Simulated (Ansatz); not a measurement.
**BrF₂H₃Si₂: one species, many methods**

How much do the methods differ for BrF₂H₃Si₂? The plan is to run it at one geometry with functionals of several rungs and with coupled cluster. The yardstick is the atomisation energy at the CCSD(T) limit.

Program: Ansatz 0.2.0, Gaussian basis. Level of theory: functionals in def2-TZVPP, the program's frozen cores in correlated methods. These are calculated values, not measurements.

Plan: LDA (SPW92), PBE-D4, revPBE-D4, BLYP-D4, r2SCAN-D4, B97M-V, PBE0-D4, B3LYP-D4, r2SCANh-D4, r2SCAN0-D4, HSE06-D4, BHLYP-D4, CAM-B3LYP-D4, LC-ωPBE, ωB97X-V, ωB97M-V, B2PLYP, PBE-QIDH; CCSD(T)/def2-SVP; CCSD(T)/def2-TZVPP; MP2/def2-QZVPP; extrapolation to the limit; RPA on PBE.

## 1. The relaxed structure

An earlier PBE0-D4 in a triple-zeta def2 set relaxation fixed the geometry.

SMILES `F[Si](F)([SiH3])Br`, 8 atoms, charge 0, spin multiplicity 1.

Atoms are counted from 1 here; the program's logs count them from 0.

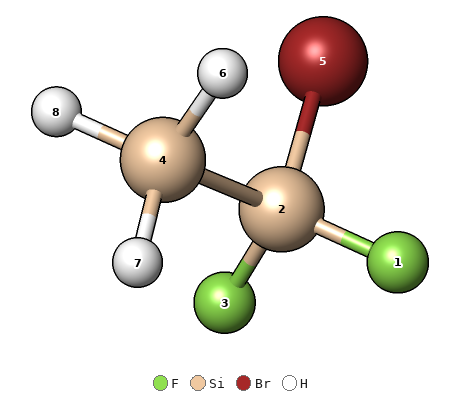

The structure; fluorine green, silicon light orange, bromine red, hydrogen white; atoms are numbered from 1 in the order of the file.

## 2. LDA

This LDA is Slater exchange with PW92 correlation.

Contents of in.yaml:

```yaml
crystal:
  periodic: [false, false, false]
  atoms:
    - {symbol: F, position_ang: [1.687288, -0.332369, 1.471621]}
    - {symbol: Si, position_ang: [1.104925, -0.109867, 0.013420]}
    - {symbol: F, position_ang: [1.638601, -1.314994, -0.868544]}
    - {symbol: Si, position_ang: [-1.225469, -0.029326, 0.028052]}
    - {symbol: Br, position_ang: [1.981996, 1.745040, -0.783709]}
    - {symbol: H, position_ang: [-1.641745, 1.112752, 0.878684]}
    - {symbol: H, position_ang: [-1.765111, -1.301425, 0.571524]}
    - {symbol: H, position_ang: [-1.688285, 0.173087, -1.366949]}
basis:
  gaussian: {orbitals: def2-TZVPP}
hamiltonian: {xc: lda}
output: {orbitals: {seedname: orbitals}}
```

The run is started by

```bash
> ansatz run in.yaml --threads 4 --pin off --events-out ev --progress --plain --max-ram 10444MiB
```

Standard output:

```text
Functional definition: SPW92
  name "SPW92"
  cite "Dirac, Proc. Camb. Phil. Soc. 26, 376 (1930) doi:10.1017/S0305004100016108"
  cite "Slater, Phys. Rev. 81, 385 (1951) doi:10.1103/PhysRev.81.385"
  cite "Perdew & Wang, Phys. Rev. B 45, 13244 (1992) doi:10.1103/PhysRevB.45.13244"
  exchange = slater_x
  correlation = pw_c
1441 factors; their error is unknown
mean field evaluation 1: about -91093.8846 eV, gradient 4.8e1 eV
mean field evaluation 2: about -91084.1561 eV, gradient 9.8e1 eV
mean field evaluation 4: about -91097.3310 eV, gradient 3.1e0 eV
mean field evaluation 8: about -91097.3009 eV, gradient 1.5e-1 eV
mean field -91097.30089225 eV, -3347.7640598219 hartree, gradient 7.0e-5 eV, S^2 0.000000; 0 other end points of the search recorded, 0 dependent functions left out
reference -91097.30093151 eV, -3347.7640612647 hartree; 42, 42 occupied and 194, 194 virtual orbitals, 1441 factors
Total energy: -91097.30093151 eV, -3347.7640612647 hartree
```

It took 0.8 s on 4 threads of INTEL XEON PLATINUM 8581C at 2.10GHz, shared host; peak memory 0.35 GiB.

With the free atoms at this level, -91065.175 eV in sum, the atomisation energy is 3099.7 kJ/mol. HOMO -7.64 eV, LUMO -1.58 eV.

## 3. PBE-D4 (GGA)

Changes to in.yaml since step 2:

```diff
@@ -13,3 +13,3 @@
   gaussian: {orbitals: def2-TZVPP}
-hamiltonian: {xc: lda}
-output: {orbitals: {seedname: orbitals}}
+hamiltonian: {xc: pbe, dispersion: d4}
+output: {forces: true, orbitals: {seedname: orbitals}}
```

Launched as before.

Standard output, cut to the lines that bear on the results:

```text
Functional definition: PBE
  name "PBE"
  cite "Perdew, Burke & Ernzerhof, Phys. Rev. Lett. 77, 3865 (1996) doi:10.1103/PhysRevLett.77.3865"
  parent pbe
[...]
1441 factors; their error is unknown
[...]
mean field -91268.14551311 eV, -3354.0424838360 hartree, gradient 2.1e-5 eV, S^2 0.000000; 0 other end points of the search recorded, 0 dependent functions left out
[...]
reference -91268.14555523 eV, -3354.0424853839 hartree; 42, 42 occupied and 194, 194 virtual orbitals, 1441 factors
Total energy: -91268.37186364 eV, -3354.0508020644 hartree
Atom 0 at     1.687288    -0.332369     1.471621 Å, force     0.235251    -0.091413     0.663716 eV/Å
Atom 1 at     1.104925    -0.109867     0.013420 Å, force    -0.459416     0.363934    -0.143260 eV/Å
Atom 2 at     1.638601    -1.314994    -0.868544 Å, force     0.213007    -0.541184    -0.407498 eV/Å
Atom 3 at    -1.225469    -0.029326     0.028052 Å, force     0.074373    -0.007096     0.001404 eV/Å
Atom 4 at     1.981996     1.745040    -0.783709 Å, force     0.109667     0.266953    -0.114302 eV/Å
Atom 5 at    -1.641745     1.112752     0.878684 Å, force    -0.051390     0.117552     0.087749 eV/Å
Atom 6 at    -1.765111    -1.301425     0.571524 Å, force    -0.065297    -0.129481     0.055615 eV/Å
Atom 7 at    -1.688285     0.173087    -1.366949 Å, force    -0.056194     0.020735    -0.143424 eV/Å
Dipole moment:    -0.360844     0.055999    -0.016010 e Å
```

Run time: 1.6 s. Hardware: 4 threads of INTEL XEON PLATINUM 8581C at 2.10GHz, shared host; peak memory 0.35 GiB.

Atomisation energy: 2749.4 kJ/mol (free atoms -91239.876 eV, run apart). HOMO -7.50 eV, LUMO -1.36 eV.

## 4. revPBE-D4 (GGA)

Changes to in.yaml since step 3:

```diff
@@ -13,3 +13,3 @@
   gaussian: {orbitals: def2-TZVPP}
-hamiltonian: {xc: pbe, dispersion: d4}
-output: {forces: true, orbitals: {seedname: orbitals}}
+hamiltonian: {xc: {name: revPBE}, dispersion: d4}
+output: {orbitals: {seedname: orbitals}}
```

Launched as before.

Standard output:

```text
Functional definition: revPBE
  name "revPBE"
  cite "Zhang & Yang, Phys. Rev. Lett. 80, 890 (1998) doi:10.1103/PhysRevLett.80.890"
  cite "Perdew, Burke & Ernzerhof, Phys. Rev. Lett. 77, 3865 (1996) doi:10.1103/PhysRevLett.77.3865"
  parameter kappa = 1.245
  parameter beta = 0.06672455060314922
  exchange = pbe_x(kappa = kappa, mu = beta*pi^2/3)
  correlation = pbe_c(beta = beta)
1441 factors; their error is unknown
mean field evaluation 1: about -91277.1513 eV, gradient 4.9e1 eV
mean field evaluation 2: about -91266.4815 eV, gradient 1.0e2 eV
mean field evaluation 4: about -91280.7258 eV, gradient 2.7e0 eV
mean field evaluation 8: about -91280.6895 eV, gradient 1.5e-1 eV
mean field evaluation 16: about -91280.6896 eV, gradient 1.7e-5 eV
mean field -91280.68955863 eV, -3354.5034690062 hartree, gradient 1.7e-5 eV, S^2 0.000000; 0 other end points of the search recorded, 0 dependent functions left out
reference -91280.68961122 eV, -3354.5034709386 hartree; 42, 42 occupied and 194, 194 virtual orbitals, 1441 factors
Total energy: -91281.26789793 eV, -3354.5247225833 hartree
```

Run time: 1.2 s. Hardware: 4 threads of INTEL XEON PLATINUM 8581C at 2.10GHz, shared host; peak memory 0.35 GiB.

With the free atoms at this level, -91253.469 eV in sum, the atomisation energy is 2682.2 kJ/mol. HOMO -7.44 eV, LUMO -1.26 eV.

## 5. BLYP-D4 (GGA)

Changes to in.yaml since step 4:

```diff
@@ -13,3 +13,3 @@
   gaussian: {orbitals: def2-TZVPP}
-hamiltonian: {xc: {name: revPBE}, dispersion: d4}
+hamiltonian: {xc: {name: BLYP}, dispersion: d4}
 output: {orbitals: {seedname: orbitals}}
```

The command is unchanged.

Standard output:

```text
Functional definition: BLYP
  name "BLYP"
  cite "Becke, Phys. Rev. A 38, 3098 (1988) doi:10.1103/PhysRevA.38.3098"
  cite "Lee, Yang & Parr, Phys. Rev. B 37, 785 (1988) doi:10.1103/PhysRevB.37.785"
  parameter beta = 0.0042
  parameter a = 0.04918
  parameter b = 0.132
  parameter c = 0.2533
  parameter d = 0.349
  exchange = b88_x(beta = beta)
  correlation = lyp_c(a = a, b = b, c = c, d = d)
1441 factors; their error is unknown
mean field evaluation 1: about -91287.8840 eV, gradient 5.4e1 eV
mean field evaluation 2: about -91274.0564 eV, gradient 1.1e2 eV
mean field evaluation 4: about -91292.1386 eV, gradient 3.1e0 eV
mean field evaluation 8: about -91292.1084 eV, gradient 1.7e-1 eV
mean field -91292.10848130 eV, -3354.9231066743 hartree, gradient 8.4e-5 eV, S^2 0.000000; 0 other end points of the search recorded, 0 dependent functions left out
reference -91292.10884806 eV, -3354.9231201522 hartree; 42, 42 occupied and 194, 194 virtual orbitals, 1441 factors
Total energy: -91292.59361451 eV, -3354.9409349908 hartree
```

Run time: 1.2 s. Hardware: 4 threads of INTEL XEON PLATINUM 8581C at 2.10GHz, shared host; peak memory 0.35 GiB.

With the free atoms at this level, -91264.490 eV in sum, the atomisation energy is 2711.6 kJ/mol. HOMO -7.35 eV, LUMO -1.18 eV.

## 6. r2SCAN-D4 (meta-GGA)

Changes to in.yaml since step 5:

```diff
@@ -13,3 +13,3 @@
   gaussian: {orbitals: def2-TZVPP}
-hamiltonian: {xc: {name: BLYP}, dispersion: d4}
-output: {orbitals: {seedname: orbitals}}
+hamiltonian: {xc: r2scan, dispersion: d4}
+output: {forces: true, orbitals: {seedname: orbitals}}
```

The command is unchanged.

Standard output, cut to the lines that bear on the results:

```text
Functional definition: r2SCAN
  name "r2SCAN"
  cite "Furness, Kaplan, Ning, Perdew & Sun, J. Phys. Chem. Lett. 11, 8208 (2020) doi:10.1021/acs.jpclett.0c02405"
  cite "Furness, Kaplan, Ning, Perdew & Sun, J. Phys. Chem. Lett. 11, 9248 (2020) doi:10.1021/acs.jpclett.0c03077"
  parent r2scan
[...]
1441 factors; their error is unknown
[...]
mean field -91288.15174135 eV, -3354.7776991631 hartree, gradient 3.7e-5 eV, S^2 0.000000; 0 other end points of the search recorded, 0 dependent functions left out
[...]
reference -91288.15175363 eV, -3354.7776996142 hartree; 42, 42 occupied and 194, 194 virtual orbitals, 1441 factors
Total energy: -91288.20369392 eV, -3354.7796083845 hartree
Atom 0 at     1.687288    -0.332369     1.471621 Å, force     0.021093    -0.014436     0.068347 eV/Å
Atom 1 at     1.104925    -0.109867     0.013420 Å, force    -0.088411     0.018902    -0.006106 eV/Å
Atom 2 at     1.638601    -1.314994    -0.868544 Å, force     0.018919    -0.059208    -0.038342 eV/Å
Atom 3 at    -1.225469    -0.029326     0.028052 Å, force     0.027517    -0.005157     0.001554 eV/Å
Atom 4 at     1.981996     1.745040    -0.783709 Å, force     0.026643     0.059316    -0.025380 eV/Å
Atom 5 at    -1.641745     1.112752     0.878684 Å, force    -0.003217    -0.019746    -0.014791 eV/Å
Atom 6 at    -1.765111    -1.301425     0.571524 Å, force    -0.000122     0.023707    -0.009830 eV/Å
Atom 7 at    -1.688285     0.173087    -1.366949 Å, force    -0.002423    -0.003379     0.024548 eV/Å
Dipole moment:    -0.374075     0.049539    -0.013023 e Å
```

It took 2.5 s on 4 threads of INTEL XEON PLATINUM 8581C at 2.10GHz, shared host; peak memory 0.38 GiB.

Atomisation energy: 2755.3 kJ/mol (free atoms -91259.647 eV, run apart). HOMO -7.82 eV, LUMO -1.10 eV.

## 7. B97M-V (meta-GGA)

Changes to in.yaml since step 6:

```diff
@@ -13,3 +13,3 @@
   gaussian: {orbitals: def2-TZVPP}
-hamiltonian: {xc: r2scan, dispersion: d4}
-output: {forces: true, orbitals: {seedname: orbitals}}
+hamiltonian: {xc: {name: B97M-V}}
+output: {orbitals: {seedname: orbitals}}
```

The command is unchanged.

Standard output, cut to the lines that bear on the results:

```text
Functional definition: B97M-V
  name "B97M-V"
  cite "Mardirossian & Head-Gordon, J. Chem. Phys. 142, 074111 (2015) doi:10.1063/1.4907719"
  cite "Becke, J. Chem. Phys. 107, 8554 (1997) doi:10.1063/1.475007"
  cite "Vydrov & Van Voorhis, J. Chem. Phys. 133, 244103 (2010) doi:10.1063/1.3521275"
  # Of w^i u^j: cxij and so on, Table III.
[...]
  gx(w, u) = cx00 + cx01*u + cx02*u^2 + (cx10 + cx11*u)*w
  gss(w, u) = css00 + css02*u^2 + css10*w + (css32*w^3 + css42*w^4)*u^2
  gos(w, u) = cos00 + cos01*u + cos03*u^3 + cos10*w + cos32*w^3*u^2
[...]
      + integral(e_c_pw_mod_opposite_spin*gos(b97_w_opposite, b97_u_opposite)) + vv10(b, c)
1441 factors; their error is unknown
[...]
mean field -91273.59101864 eV, -3354.2426024729 hartree, gradient 2.4e-5 eV, S^2 0.000000; 0 other end points of the search recorded, 0 dependent functions left out
reference -91273.59108153 eV, -3354.2426047842 hartree; 42, 42 occupied and 194, 194 virtual orbitals, 1441 factors
Total energy: -91273.59108153 eV, -3354.2426047842 hartree
```

Wall time 4.5 s (4 threads of INTEL XEON PLATINUM 8581C at 2.10GHz, shared host); peak memory 0.44 GiB.

Atomisation energy: 2753.7 kJ/mol (free atoms -91245.051 eV, run apart). HOMO -7.91 eV, LUMO -1.25 eV.

## 8. PBE0-D4 (hybrid)

Changes to in.yaml since step 7:

```diff
@@ -13,3 +13,3 @@
   gaussian: {orbitals: def2-TZVPP}
-hamiltonian: {xc: {name: B97M-V}}
+hamiltonian: {xc: pbe0, dispersion: d4}
 output: {orbitals: {seedname: orbitals}}
```

Same command.

Standard output:

```text
Functional definition: PBE0
  name "PBE0"
  cite "Adamo & Barone, J. Chem. Phys. 110, 6158 (1999) doi:10.1063/1.478522"
  cite "Perdew, Burke & Ernzerhof, Phys. Rev. Lett. 77, 3865 (1996) doi:10.1103/PhysRevLett.77.3865"
  parent pbe
  parameter a = 0.25
  parameter kappa = 0.804
  parameter beta = 0.06672455060314922
  exchange = (1 - a)*pbe_x(kappa = kappa, mu = beta*pi^2/3) + a*exact_x
  correlation = pbe_c(beta = beta)
1484 factors; their error is unknown
mean field evaluation 1: about -91269.1113 eV, gradient 4.3e1 eV
mean field evaluation 2: about -91265.6687 eV, gradient 6.7e1 eV
mean field evaluation 4: about -91271.6857 eV, gradient 1.1e0 eV
mean field evaluation 8: about -91272.1732 eV, gradient 4.3e-1 eV
mean field evaluation 16: about -91272.1734 eV, gradient 2.8e-5 eV
mean field -91272.17335212 eV, -3354.1905041891 hartree, gradient 2.8e-5 eV, S^2 0.000000; 0 other end points of the search recorded, 0 dependent functions left out
reference -91272.17338332 eV, -3354.1905053359 hartree; 42, 42 occupied and 194, 194 virtual orbitals, 1484 factors
Total energy: -91272.36719280 eV, -3354.1976277027 hartree
```

Run time: 2.4 s. Hardware: 4 threads of INTEL XEON PLATINUM 8581C at 2.10GHz, shared host; peak memory 0.81 GiB.

Atomisation energy: 2707.7 kJ/mol (free atoms -91244.304 eV, run apart). HOMO -8.73 eV, LUMO -0.52 eV.

## 9. B3LYP-D4 (hybrid)

B3LYP here takes the VWN-RPA correlation.

Changes to in.yaml since step 8:

```diff
@@ -13,3 +13,3 @@
   gaussian: {orbitals: def2-TZVPP}
-hamiltonian: {xc: pbe0, dispersion: d4}
-output: {orbitals: {seedname: orbitals}}
+hamiltonian: {xc: {name: B3LYP}, dispersion: d4}
+output: {forces: true, orbitals: {seedname: orbitals}}
```

Launched as before.

Standard output, cut to the lines that bear on the results:

```text
Functional definition: B3LYP
  name "B3LYP"
  cite "Stephens, Devlin, Chabalowski & Frisch, J. Phys. Chem. 98, 11623 (1994) doi:10.1021/j100096a001"
  cite "Becke, Phys. Rev. A 38, 3098 (1988) doi:10.1103/PhysRevA.38.3098"
  cite "Lee, Yang & Parr, Phys. Rev. B 37, 785 (1988) doi:10.1103/PhysRevB.37.785"
  cite "Vosko, Wilk & Nusair, Can. J. Phys. 58, 1200 (1980) doi:10.1139/p80-159"
[...]
1484 factors; their error is unknown
[...]
mean field -91294.03273804 eV, -3354.9938218051 hartree, gradient 3.2e-5 eV, S^2 0.000000; 0 other end points of the search recorded, 0 dependent functions left out
[...]
reference -91294.03300918 eV, -3354.9938317692 hartree; 42, 42 occupied and 194, 194 virtual orbitals, 1484 factors
Total energy: -91294.40419327 eV, -3355.0074725330 hartree
Atom 0 at     1.687288    -0.332369     1.471621 Å, force     0.078199    -0.037529     0.222492 eV/Å
Atom 1 at     1.104925    -0.109867     0.013420 Å, force    -0.184492     0.018343    -0.003876 eV/Å
Atom 2 at     1.638601    -1.314994    -0.868544 Å, force     0.070874    -0.186231    -0.131718 eV/Å
Atom 3 at    -1.225469    -0.029326     0.028052 Å, force    -0.136008    -0.004238     0.004574 eV/Å
Atom 4 at     1.981996     1.745040    -0.783709 Å, force     0.102442     0.212763    -0.091393 eV/Å
Atom 5 at    -1.641745     1.112752     0.878684 Å, force     0.019413    -0.074197    -0.055094 eV/Å
Atom 6 at    -1.765111    -1.301425     0.571524 Å, force     0.027147     0.084339    -0.035767 eV/Å
Atom 7 at    -1.688285     0.173087    -1.366949 Å, force     0.022424    -0.013249     0.090782 eV/Å
Dipole moment:    -0.389579     0.057952    -0.016233 e Å
```

Wall time 3.3 s (4 threads of INTEL XEON PLATINUM 8581C at 2.10GHz, shared host); peak memory 0.81 GiB.

Atomisation energy: 2718.9 kJ/mol (free atoms -91266.224 eV, run apart). HOMO -8.50 eV, LUMO -0.68 eV.

## 10. r2SCANh-D4 (hybrid)

Changes to in.yaml since step 9:

```diff
@@ -13,3 +13,3 @@
   gaussian: {orbitals: def2-TZVPP}
-hamiltonian: {xc: {name: B3LYP}, dispersion: d4}
-output: {forces: true, orbitals: {seedname: orbitals}}
+hamiltonian: {xc: {name: r2SCANh}, dispersion: d4}
+output: {orbitals: {seedname: orbitals}}
```

Launched as before.

Standard output, cut to the lines that bear on the results:

```text
Functional definition: r2SCANh
  name "r2SCANh"
  cite "Bursch, Neugebauer, Ehlert & Grimme, J. Chem. Phys. 156, 134105 (2022) doi:10.1063/5.0086040"
  cite "Furness, Kaplan, Ning, Perdew & Sun, J. Phys. Chem. Lett. 11, 8208 (2020) doi:10.1021/acs.jpclett.0c02405"
  cite "Furness, Kaplan, Ning, Perdew & Sun, J. Phys. Chem. Lett. 11, 9248 (2020) doi:10.1021/acs.jpclett.0c03077"
  parent r2scan
[...]
1456 factors; their error is unknown
[...]
mean field -91287.75535019 eV, -3354.7631320564 hartree, gradient 1.4e-5 eV, S^2 0.000000; 0 other end points of the search recorded, 0 dependent functions left out
reference -91287.75536143 eV, -3354.7631324695 hartree; 42, 42 occupied and 194, 194 virtual orbitals, 1456 factors
Total energy: -91287.81225548 eV, -3354.7652232874 hartree
```

It took 3.3 s on 4 threads of INTEL XEON PLATINUM 8581C at 2.10GHz, shared host; peak memory 0.83 GiB.

With the free atoms at this level, -91259.474 eV in sum, the atomisation energy is 2734.2 kJ/mol. HOMO -8.26 eV, LUMO -0.81 eV.

## 11. r2SCAN0-D4 (hybrid)

Changes to in.yaml since step 10:

```diff
@@ -13,3 +13,3 @@
   gaussian: {orbitals: def2-TZVPP}
-hamiltonian: {xc: {name: r2SCANh}, dispersion: d4}
+hamiltonian: {xc: {name: r2SCAN0}, dispersion: d4}
 output: {orbitals: {seedname: orbitals}}
```

Same command.

Standard output, cut to the lines that bear on the results:

```text
Functional definition: r2SCAN0
  name "r2SCAN0"
  cite "Bursch, Neugebauer, Ehlert & Grimme, J. Chem. Phys. 156, 134105 (2022) doi:10.1063/5.0086040"
  cite "Furness, Kaplan, Ning, Perdew & Sun, J. Phys. Chem. Lett. 11, 8208 (2020) doi:10.1021/acs.jpclett.0c02405"
  cite "Furness, Kaplan, Ning, Perdew & Sun, J. Phys. Chem. Lett. 11, 9248 (2020) doi:10.1021/acs.jpclett.0c03077"
  parent r2scan
[...]
1484 factors; their error is unknown
[...]
mean field -91287.20193585 eV, -3354.7427944546 hartree, gradient 6.3e-5 eV, S^2 0.000000; 0 other end points of the search recorded, 0 dependent functions left out
reference -91287.20194556 eV, -3354.7427948114 hartree; 42, 42 occupied and 194, 194 virtual orbitals, 1484 factors
Total energy: -91287.26565989 eV, -3354.7451362701 hartree
```

Wall time 3.5 s (4 threads of INTEL XEON PLATINUM 8581C at 2.10GHz, shared host); peak memory 0.84 GiB.

With the free atoms at this level, -91259.237 eV in sum, the atomisation energy is 2704.3 kJ/mol. HOMO -8.93 eV, LUMO -0.38 eV.

## 12. HSE06-D4 (hybrid)

HSE06 is the plane-wave form, built on full-range PBE exchange.

Changes to in.yaml since step 11:

```diff
@@ -13,3 +13,3 @@
   gaussian: {orbitals: def2-TZVPP}
-hamiltonian: {xc: {name: r2SCAN0}, dispersion: d4}
+hamiltonian: {xc: hse06, dispersion: d4}
 output: {orbitals: {seedname: orbitals}}
```

Launched as before.

Standard output, cut to the lines that bear on the results:

```text
Functional definition: HSE06
  name "HSE06"
  cite "Heyd, Scuseria & Ernzerhof, J. Chem. Phys. 118, 8207 (2003) doi:10.1063/1.1564060"
  cite "Krukau, Vydrov, Izmaylov & Scuseria, J. Chem. Phys. 125, 224106 (2006) doi:10.1063/1.2404663"
  cite "Heyd & Scuseria, J. Chem. Phys. 120, 7274 (2004) doi:10.1063/1.1668634"
  cite "Ernzerhof & Perdew, J. Chem. Phys. 109, 3313 (1998) doi:10.1063/1.476928"
  cite "Perdew, Burke & Ernzerhof, Phys. Rev. Lett. 77, 3865 (1996) doi:10.1103/PhysRevLett.77.3865"
  parent pbe
[...]
  # The whole range is PBE's own exchange, as in plane waves. The composition of these papers is wPBEh.
[...]
1484 factors; their error is unknown
99 factors; integrals over basis functions are off by at most 9.1e-7 eV
[...]
mean field -91271.71812175 eV, -3354.1737747819 hartree, gradient 2.4e-5 eV, S^2 0.000000; 0 other end points of the search recorded, 0 dependent functions left out
reference -91271.71816334 eV, -3354.1737763103 hartree; 42, 42 occupied and 194, 194 virtual orbitals, 1484 factors
Total energy: -91271.90167540 eV, -3354.1805202539 hartree
```

Run time: 2.7 s. Hardware: 4 threads of INTEL XEON PLATINUM 8581C at 2.10GHz, shared host; peak memory 0.85 GiB.

With the free atoms at this level, -91243.826 eV in sum, the atomisation energy is 2708.9 kJ/mol. HOMO -8.33 eV, LUMO -0.90 eV.

## 13. BHLYP-D4 (hybrid)

Changes to in.yaml since step 12:

```diff
@@ -13,3 +13,3 @@
   gaussian: {orbitals: def2-TZVPP}
-hamiltonian: {xc: hse06, dispersion: d4}
+hamiltonian: {xc: {name: BHLYP}, dispersion: d4}
 output: {orbitals: {seedname: orbitals}}
```

Launched as before.

Standard output:

```text
Functional definition: BHLYP
  name "BHLYP"
  cite "Becke, J. Chem. Phys. 98, 1372 (1993) doi:10.1063/1.464304"
  cite "Becke, Phys. Rev. A 38, 3098 (1988) doi:10.1103/PhysRevA.38.3098"
  cite "Lee, Yang & Parr, Phys. Rev. B 37, 785 (1988) doi:10.1103/PhysRevB.37.785"
  parameter a = 0.5
  exchange = (1 - a)*b88_x + a*exact_x
  correlation = lyp_c
1602 factors; their error is unknown
mean field evaluation 1: about -91286.4924 eV, gradient 4.2e1 eV
mean field evaluation 2: about -91285.7315 eV, gradient 5.1e1 eV
mean field evaluation 4: about -91289.0313 eV, gradient 6.6e-1 eV
mean field evaluation 8: about -91290.0582 eV, gradient 7.6e-1 eV
mean field evaluation 16: about -91290.0586 eV, gradient 5.9e-5 eV
mean field -91290.05863127 eV, -3354.8477760748 hartree, gradient 5.9e-5 eV, S^2 0.000000; 0 other end points of the search recorded, 0 dependent functions left out
reference -91290.05881417 eV, -3354.8477827963 hartree; 42, 42 occupied and 194, 194 virtual orbitals, 1602 factors
Total energy: -91290.38234134 eV, -3354.8596722007 hartree
```

Run time: 2.5 s. Hardware: 4 threads of INTEL XEON PLATINUM 8581C at 2.10GHz, shared host; peak memory 0.84 GiB.

With the free atoms at this level, -91262.825 eV in sum, the atomisation energy is 2658.8 kJ/mol. HOMO -9.83 eV, LUMO 0.45 eV.

(Part 1 of 2 ends here.)
